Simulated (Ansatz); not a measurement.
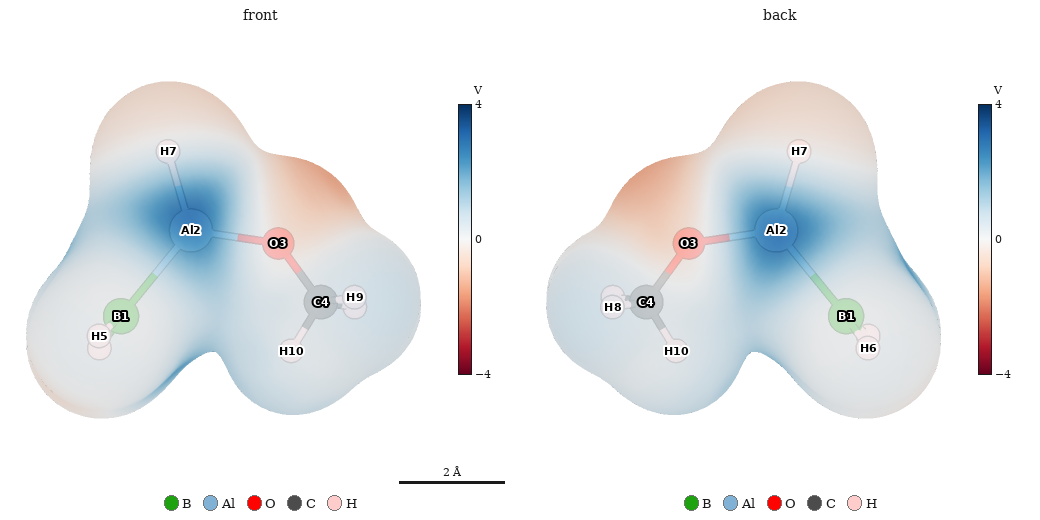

CH₆AlBO (SMILES [BH2][AlH][O]C). The molecular electrostatic potential painted on the density surface at 0.002 e/bohr³, seen from the front and from behind; red is negative and blue positive.

Geometry: PBE0-D4/def2-TZVP.

The calculation used RKS PBE0-D4/def2-TZVPP in Ansatz 0.2.0.

```xyz
10

B    -1.7918    0.8895   -0.6606
Al    0.1227    0.2096   -1.2976
O     1.2050   -0.4717   -0.1877
C     1.1630   -0.7325    1.1819
H    -1.9960    2.0151   -0.2976
H    -2.7651    0.1874   -0.6565
H     0.6622    0.2830   -2.7877
H     1.3025   -1.8028    1.3684
H     1.9683   -0.1961    1.6952
H     0.2124   -0.4328    1.6451
```

Where is the surface potential most negative and most positive?

Answer. The most negative region (about −1.4 V, or −32 kcal/mol for a unit charge) lies over O3, the most positive (about +3.0 V, or +69 kcal/mol for a unit charge) over Al2. O3 is the likeliest acceptor of a hydrogen bond.
